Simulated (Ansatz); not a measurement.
The starting structures come from a database of crystals and need not be the phases stable at ambient conditions.

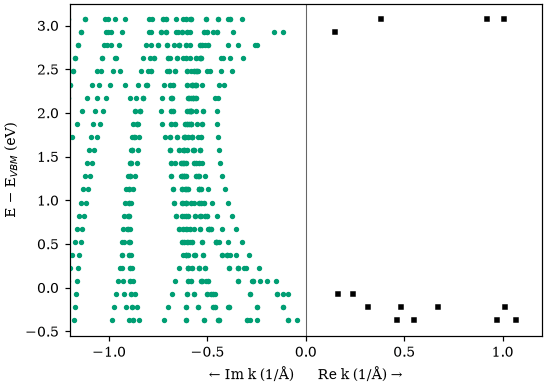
Complex bands at the centre of the two-dimensional zone; r2SCAN (Ansatz, a program for electronic structure)

No gap correction and no spin-orbit coupling; mid-gap is the computed energy nearest the middle.

This is YVO$_{4}$ (I4_1/a, 12 atoms a cell, 12.3 Å³ an atom, -9 GPa at this level) along the normal of (100). Read off the slowest decay at the centre of the two-dimensional zone at 1.43 eV, the computed energy nearest the middle of the gap.

κ ≈ 0.43 1/Å, a decay length 1/(2κ) of the density of 1.2 Å.
